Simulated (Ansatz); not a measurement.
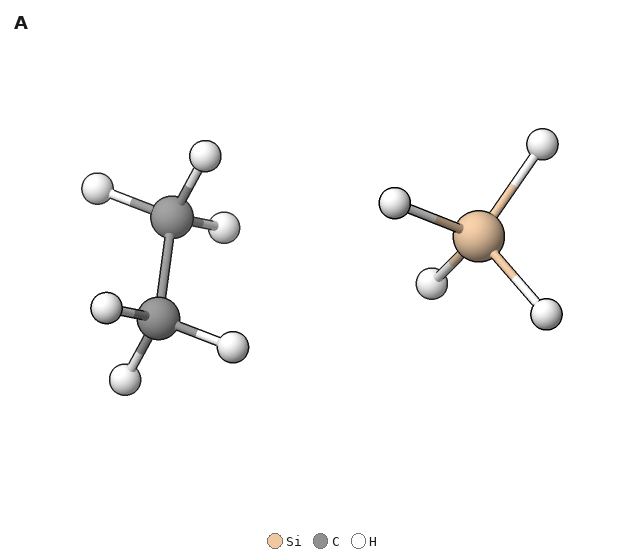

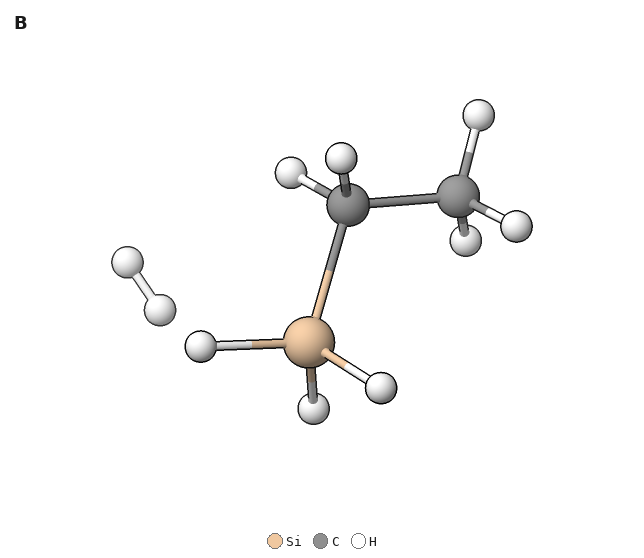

2 stationary structures of one formula. Geometries: PBE0-D4/def2-TZVP. Electronic energies: CCSD(T)/CBS (MP2 limit from def2-TZVPP and def2-QZVPP plus CCSD(T) − MP2) (Ansatz 0.2.0), without zero-point energy. No frequency run is at hand to confirm each as a minimum. Each is one conformer, not always the lowest.

Which structure is the most stable?

A is lowest; B lies 7.7 kcal/mol above it.

Give E(B) − E(A) in kcal/mol at these levels too: RHF-CCSD(T) (frozen core)/def2-SVP; PBE-D4/def2-SVP; RHF/STO-3G; SPW92 (LDA)/def2-SVP; PBE-D4/STO-3G; B2PLYP (frozen core)/def2-TZVPP; B3LYP-D4/def2-TZVPP; ωB97X-V/def2-TZVPP.

```tsv
level	E(B) − E(A) (kcal/mol)
RHF-CCSD(T) (frozen core)/def2-SVP	+11.2
PBE-D4/def2-SVP	+8.5
RHF/STO-3G	+10.8
SPW92 (LDA)/def2-SVP	+8.0
PBE-D4/STO-3G	+5.5
B2PLYP (frozen core)/def2-TZVPP	+9.2
B3LYP-D4/def2-TZVPP	+8.6
ωB97X-V/def2-TZVPP	+8.4
```
